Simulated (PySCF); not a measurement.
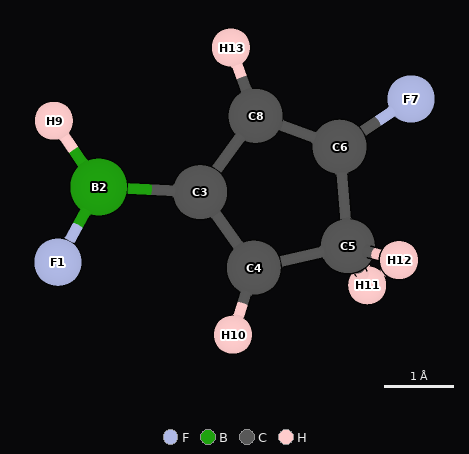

The structure as given in the input (ball-and-stick view, seen at a tilt; atoms are numbered from 1 in the order of the input). Bond lengths as drawn: B–C 1.55 Å, B–F 1.32 Å, B–H 1.17 Å, C–C 1.34 to 1.49 Å, C–F 1.34 Å and C–H 1.07 to 1.09 Å.

**What a change does: NMR shielding calculation on C5H5BF2**

System: C5H5BF2, SMILES FBC1=CCC(F)=C1.
Method of run A: GIAO PBE0/pcSseg-1 NMR shielding, non-relativistic, gas phase (PySCF 2.14.0).

The geometry comes from this level: GFN2-xTB. Text and figures count atoms from 1; the logs count them from 0 in places.

## Input, run A
```
{"job": {"kind": "nmr", "xc": "PBE0", "basis": "pcSseg-1", "pop": false}, "charge": 0, "multiplicity": 1}
F      2.986643    -0.810309    -0.524247
B      2.289706     0.216736    -0.072768
C      0.749674     0.096426    -0.014712
C      0.012538    -0.981552    -0.387478
C     -1.440273    -0.727569    -0.188675
C     -1.416507     0.661221     0.355493
F     -2.553473     1.291751     0.681086
C     -0.170446     1.131347     0.454674
H      2.902798     1.161656     0.257099
H      0.398484    -1.905633    -0.777126
H     -1.894069    -1.435224     0.508912
H     -2.004071    -0.793975    -1.122016
H      0.134609     2.095611     0.812029
```

The first line tells a small driver script what to run in PySCF; the rest is the geometry in Å.

Command:
```bash
OMP_NUM_THREADS=1 python <driver script> task.json out
```

Hardware: 1 CPU thread, shared host.

## Output (run A)
```
coarse grid: 11792 points
cycle   1  E = -417.4628058071  dE =  1.265e+00  |g| = 6.267e-01  |ddm| = 3.385e+00
cycle   2  E = -417.4028379797  dE =  5.997e-02  |g| = 8.791e-01  |ddm| = 1.121e+00
cycle   3  E = -417.5342488808  dE = -1.314e-01  |g| = 8.864e-02  |ddm| = 6.669e-01
cycle   4  E = -417.5357269461  dE = -1.478e-03  |g| = 4.192e-02  |ddm| = 1.113e-01
cycle   5  E = -417.5360992890  dE = -3.723e-04  |g| = 1.353e-02  |ddm| = 4.332e-02
cycle   6  E = -417.5361371964  dE = -3.791e-05  |g| = 4.670e-03  |ddm| = 1.492e-02
cycle   7  E = -417.5361421606  dE = -4.964e-06  |g| = 8.970e-04  |ddm| = 4.137e-03
final grid: 117320 points
cycle   8  E = -417.5927566530  dE = -5.022e-05  |g| = 6.713e-03  |ddm| = 3.338e-02
cycle   9  E = -417.5927509457  dE =  5.707e-06  |g| = 8.833e-03  |ddm| = 1.307e-02
cycle  10  E = -417.5927673470  dE = -1.640e-05  |g| = 1.093e-03  |ddm| = 7.359e-03
cycle  11  E = -417.5927675238  dE = -1.768e-07  |g| = 2.556e-04  |ddm| = 1.097e-03
cycle  12  E = -417.5927675333  dE = -9.503e-09  |g| = 8.678e-05  |ddm| = 2.508e-04
cycle  13  E = -417.5927675348  dE = -1.470e-09  |g| = 4.530e-05  |ddm| = 1.110e-04
cycle  14  E = -417.5927675353  dE = -5.030e-10  |g| = 6.864e-06  |ddm| = 4.038e-05
converged SCF energy = -417.5927675353

GIAO shielding tensors (ppm)
atom      isotropic    diamagn.    paramagn.     s11        s22        s33       span
  0 F      207.009     467.260    -260.252     12.505    105.497    503.024    490.519
  1 B       56.045     191.298    -135.252     14.372     65.269     88.495     74.123
  2 C       35.290     255.006    -219.716    -73.383     27.144    152.109    225.493
  3 C       36.201     255.347    -219.147    -76.737     29.785    155.554    232.291
  4 C      143.481     253.976    -110.495    134.361    139.884    156.200     21.838
  5 C        6.601     253.248    -246.648    -78.187     43.844     54.145    132.332
  6 F      293.865     471.794    -177.930    177.618    273.984    429.991    252.373
  7 C       70.553     254.624    -184.071    -13.798     78.301    147.156    160.955
  8 H       26.315      28.962      -2.647     24.153     26.739     28.052      3.900
  9 H       24.558      32.400      -7.842     23.192     23.687     26.796      3.604
 10 H       28.416      28.773      -0.357     24.301     26.890     34.057      9.756
 11 H       28.417      28.771      -0.354     24.302     26.887     34.060      9.758
 12 H       25.488      31.547      -6.059     23.851     23.934     28.680      4.829
```

The input of run B differs as follows (lines with − go, lines with + come):
```diff
-F      2.986643    -0.810309    -0.524247
-B      2.289706     0.216736    -0.072768
-C      0.749674     0.096426    -0.014712
-C      0.012538    -0.981552    -0.387478
-C     -1.440273    -0.727569    -0.188675
-C     -1.416507     0.661221     0.355493
-F     -2.553473     1.291751     0.681086
-C     -0.170446     1.131347     0.454674
-H      2.902798     1.161656     0.257099
-H      0.398484    -1.905633    -0.777126
-H     -1.894069    -1.435224     0.508912
-H     -2.004071    -0.793975    -1.122016
-H      0.134609     2.095611     0.812029
+F      2.872582     1.330452    -0.051319
+B      2.295242     0.145164    -0.082486
+C      0.753079     0.050631    -0.027940
+C      0.008279    -1.083733    -0.053998
+C     -1.444754    -0.767979     0.014591
+C     -1.411635     0.721787     0.086329
+F     -2.546333     1.430811     0.164205
+C     -0.161403     1.189698     0.060937
+H      3.006529    -0.786656    -0.151652
+H      0.385344    -2.087833    -0.115546
+H     -1.925804    -1.212051     0.888909
+H     -1.987773    -1.125047    -0.863475
+H      0.154305     2.214403     0.097893
```

What does this change do to the results?

With the same method and basis, run B lies 0.9 kcal/mol lower. The LUMO goes from −1.86 to −1.79 eV. The dipole moment goes from 1.33 to 2.36 D. Of all shieldings, the largest change is that of C4, by −7.3 ppm. The number of SCF iterations is the same.

## Output (run B)
```
coarse grid: 11792 points
cycle   1  E = -417.4622264449  dE =  1.265e+00  |g| = 6.259e-01  |ddm| = 3.382e+00
cycle   2  E = -417.3967088744  dE =  6.552e-02  |g| = 8.908e-01  |ddm| = 1.138e+00
cycle   3  E = -417.5333778383  dE = -1.367e-01  |g| = 9.922e-02  |ddm| = 6.995e-01
cycle   4  E = -417.5352184331  dE = -1.841e-03  |g| = 4.728e-02  |ddm| = 1.244e-01
cycle   5  E = -417.5357056035  dE = -4.872e-04  |g| = 1.542e-02  |ddm| = 4.923e-02
cycle   6  E = -417.5357592881  dE = -5.368e-05  |g| = 4.379e-03  |ddm| = 1.607e-02
cycle   7  E = -417.5357636016  dE = -4.314e-06  |g| = 7.791e-04  |ddm| = 3.954e-03
final grid: 117320 points
cycle   8  E = -417.5942542130  dE = -5.272e-05  |g| = 6.840e-03  |ddm| = 3.272e-02
cycle   9  E = -417.5942475110  dE =  6.702e-06  |g| = 9.245e-03  |ddm| = 1.365e-02
cycle  10  E = -417.5942656082  dE = -1.810e-05  |g| = 1.133e-03  |ddm| = 7.906e-03
cycle  11  E = -417.5942658037  dE = -1.955e-07  |g| = 2.749e-04  |ddm| = 1.186e-03
cycle  12  E = -417.5942658151  dE = -1.145e-08  |g| = 9.241e-05  |ddm| = 2.805e-04
cycle  13  E = -417.5942658169  dE = -1.770e-09  |g| = 4.358e-05  |ddm| = 1.109e-04
cycle  14  E = -417.5942658174  dE = -4.533e-10  |g| = 6.809e-06  |ddm| = 3.791e-05
converged SCF energy = -417.5942658174

GIAO shielding tensors (ppm)
atom      isotropic    diamagn.    paramagn.     s11        s22        s33       span
  0 F      202.255     467.258    -265.003      8.665    105.568    492.533    483.868
  1 B       55.881     191.367    -135.486     18.650     61.512     87.482     68.832
  2 C       33.240     255.024    -221.784    -68.676     16.827    151.571    220.247
  3 C       28.944     254.750    -225.807    -91.744     27.203    151.373    243.118
  4 C      142.937     253.939    -111.002    134.769    139.202    154.840     20.072
  5 C        7.133     253.365    -246.232    -76.705     44.289     53.816    130.522
  6 F      295.250     471.780    -176.530    179.651    275.677    430.423    250.772
  7 C       72.426     254.954    -182.528    -14.414     80.328    151.365    165.779
  8 H       26.319      28.996      -2.677     24.350     26.293     28.315      3.965
  9 H       24.585      32.375      -7.790     23.449     24.086     26.221      2.772
 10 H       28.409      28.794      -0.385     24.363     26.866     33.997      9.634
 11 H       28.406      28.787      -0.380     24.367     26.853     33.999      9.633
 12 H       25.436      31.615      -6.179     23.002     24.064     29.242      6.240
```

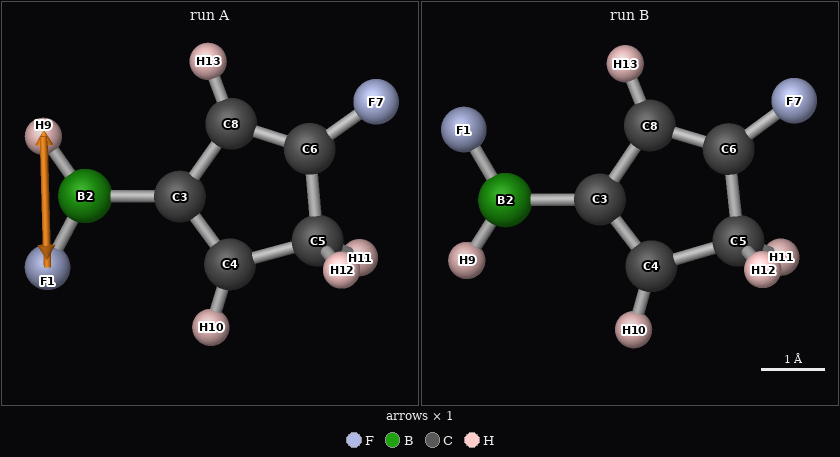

The two input geometries at one scale (ball-and-stick view, seen at a tilt). The orange arrows on the first give the shifts of the atoms after the best rigid fit, at true length. The largest move after the best rigid fit is that of F1, 2.23 Å. By element the largest moves are F 2.23 Å, H 2.01 Å, B 0.07 Å, C 0.05 Å.

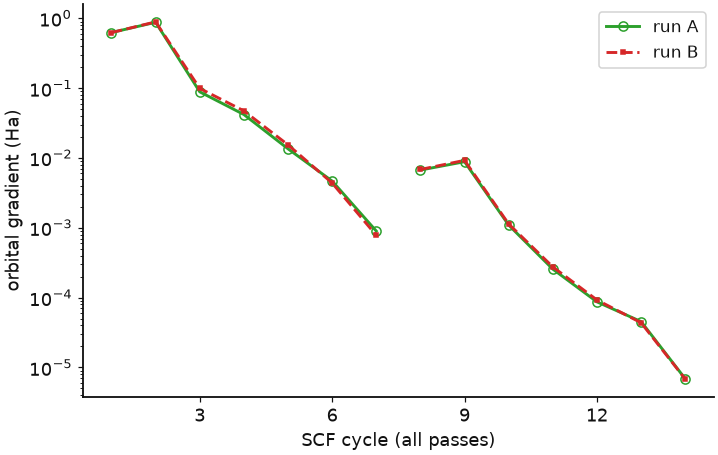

Convergence of the two runs: orbital gradient against the SCF cycle. A break in a curve parts two SCF passes (coarse and final grid). Run A takes 14 cycles in all, and run B takes 14.

## The two runs side by side

| quantity | run A | run B |
| --- | --- | --- |
| outcome | converged | converged |
| total energy (hartree) | −417.592768 | −417.594266 |
| HOMO (eV) | −6.69 | −6.73 |
| LUMO (eV) | −1.86 | −1.79 |
| dipole moment (D) | 1.33 | 2.36 |
| shielding of F1 (ppm) | 207.0 | 202.3 |
| shielding of C3 (ppm) | 35.3 | 33.2 |
| shielding of C4 (ppm) | 36.2 | 28.9 |
| shielding of C5 (ppm) | 143.5 | 142.9 |
| shielding of C6 (ppm) | 6.6 | 7.1 |
| shielding of F7 (ppm) | 293.9 | 295.3 |
| shielding of C8 (ppm) | 70.6 | 72.4 |
| SCF iterations | 14 | 14 |
| basis functions | 161 | 161 |
| wall time (shared host) | 32 s | 28 s |
